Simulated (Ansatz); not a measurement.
# C2HBrClF3 (1-bromo-2-chloro-1,1,2-trifluoroethane): HF/3-21G

Aim: the vertical singlet–triplet gap of C2HBrClF3 (1-bromo-2-chloro-1,1,2-trifluoroethane) at HF/3-21G, from 2 runs. 

Program for the calculation: Ansatz 0.2.0.

75 further runs of the same task are left out: 75 set aside as unsound or not needed. Runs told in other sessions of the task aren't counted.

## Step 1: The molecule

The species is C2HBrClF3 (8 atoms), meant as a singlet with charge 0. SMILES: `FC(Cl)C(F)(F)Br`. Geometry: relaxed at PBE0-D4/def2-TZVP. This is one conformer, not always the lowest.

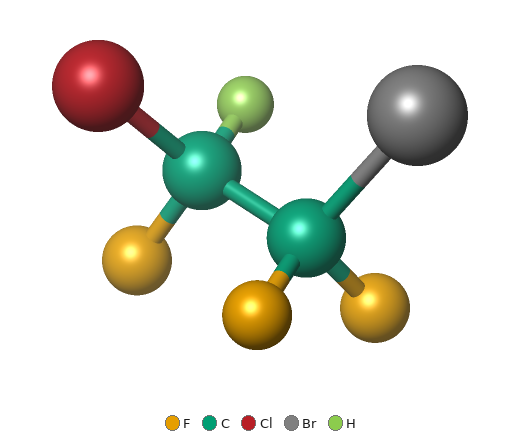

Viewed from a chosen angle; fluorine amber, carbon teal, chlorine red, bromine grey, hydrogen green.

## Step 2: A single-point energy at HF/3-21G

in.yaml reads:

```yaml
crystal:
  periodic: [false, false, false]
  atoms:
    - {symbol: F, position_ang: [-1.692160, 0.575860, 0.294420]}
    - {symbol: C, position_ang: [-0.343460, 0.663460, 0.266470]}
    - {symbol: Cl, position_ang: [0.271090, 0.913030, 1.889830]}
    - {symbol: C, position_ang: [0.193990, -0.637660, -0.349380]}
    - {symbol: F, position_ang: [-0.398000, -0.809060, -1.534240]}
    - {symbol: F, position_ang: [-0.094210, -1.686920, 0.410710]}
    - {symbol: Br, position_ang: [2.109260, -0.528030, -0.623470]}
    - {symbol: H, position_ang: [-0.046530, 1.509320, -0.354330]}
basis:
  gaussian: {orbitals: 3-21G-spherical.json}
hamiltonian: {xc: hf}
output: {orbitals: {seedname: orbitals}}
accuracy: high
```

The basis set 3-21G is read from a file made from the Basis Set Exchange's data (not shown).

Launch:

```console
ansatz run in.yaml --threads 1 --pin off --max-ram 3480MiB --events-out events.jsonl --progress --plain --runs-dir runs
```

What it wrote:

```text
Warning: RAYON_NUM_THREADS=1 ignored (pool sized by the plan → 1); use --threads N
Functional definition: HF
  name "HF"
  exchange = exact_x
  correlation = 0
1729 factors; integrals over basis functions are off by at most 6.8e-8 eV
mean field evaluation 1: about -92237.9718 eV, gradient 4.5e1 eV
mean field evaluation 2: about -92238.5385 eV, gradient 4.6e1 eV
mean field evaluation 4: about -92243.8369 eV, gradient 3.0e0 eV
mean field evaluation 8: about -92243.8956 eV, gradient 2.6e-1 eV
mean field evaluation 16: about -92243.8959 eV, gradient 2.5e-7 eV
mean field -92243.89592601 eV, -3389.9006501224 hartree, gradient 1.4e-8 eV, S^2 0.000000; 0 other end points of the search recorded, 0 dependent functions left out
reference -92243.89592601 eV, -3389.9006501224 hartree; 46, 46 occupied and 36, 36 virtual orbitals, 1729 factors
Total energy: -92243.89592601 eV, -3389.9006501224 hartree
```

Run time: 1.6 s. Hardware: 1 thread of Intel Xeon 6975P-C (Granite Rapids), shared host; peak memory 0.28 GiB.

## Step 3: The triplet

in.yaml, as its differences from that of step 2:

```diff
@@ -12,5 +12,11 @@
 basis:
-  gaussian: {orbitals: 3-21G-spherical.json}
-hamiltonian: {xc: hf}
-output: {orbitals: {seedname: orbitals}}
+  gaussian:
+    orbitals: 3-21G-spherical.json
+magnetization:
+  spin_polarized: true
+  initial_magnetization: 2
+hamiltonian:
+  xc: hf
 accuracy: high
+output:
+  orbitals: {seedname: orbitals}
```

The basis set 3-21G is read from a file made from the Basis Set Exchange's data (not shown).

Launch:

```console
ansatz run in.yaml --threads 1 --pin off --max-ram 3480MiB --events-out events.jsonl --progress --plain --runs-dir runs
```

What it wrote:

```text
Warning: RAYON_NUM_THREADS=1 ignored (pool sized by the plan → 1); use --threads N
[... 4 set-up lines as earlier in the session ...]
1730 factors; integrals over basis functions are off by at most 6.8e-8 eV
mean field evaluation 1: about -92230.3461 eV, gradient 3.0e1 eV
mean field evaluation 2: about -92230.3690 eV, gradient 3.0e1 eV
mean field evaluation 4: about -92236.6318 eV, gradient 5.0e0 eV
mean field evaluation 8: about -92238.1321 eV, gradient 1.1e0 eV
mean field evaluation 16: about -92238.2936 eV, gradient 8.6e-2 eV
mean field evaluation 32: about -92238.3421 eV, gradient 2.8e-8 eV
mean field evaluation 64: about -92238.1789 eV, gradient 7.4e-1 eV
mean field evaluation 96: about -92238.2577 eV, gradient 9.5e-2 eV
mean field evaluation 128: about -92232.9477 eV, gradient 2.2e1 eV
mean field evaluation 160: about -92238.0171 eV, gradient 1.3e0 eV
mean field -92238.34211701 eV, -3389.6965514061 hartree, gradient 2.8e-8 eV, S^2 2.007184; 3 other end points of the search recorded, 0 dependent functions left out
reference -92238.34211701 eV, -3389.6965514061 hartree; 47, 45 occupied and 35, 37 virtual orbitals, 1730 factors
Total energy: -92238.34211701 eV, -3389.6965514061 hartree
```

Wall time 11 s (1 thread of Intel Xeon 6975P-C (Granite Rapids), shared host); peak memory 0.42 GiB.

## Step 4: What came out

At HF/3-21G:

| quantity | value |
| --- | --- |
| singlet: total energy | -3389.90065 Eh |
| singlet: HOMO energy | -12.13 eV |
| singlet: LUMO energy | 3.32 eV |
| singlet: HOMO–LUMO gap | 15.45 eV |
| triplet: total energy | -3389.69655 Eh |
| triplet: HOMO energy (highest over α and β) | -6.80 eV |
| triplet: LUMO energy (lowest over α and β) | -2.43 eV |
| triplet: ⟨S²⟩ | 2.007 |
| vertical energy of the triplet above the singlet | 5.554 eV |

At this shape the triplet lies 5.55 eV (128 kcal/mol) above the singlet.
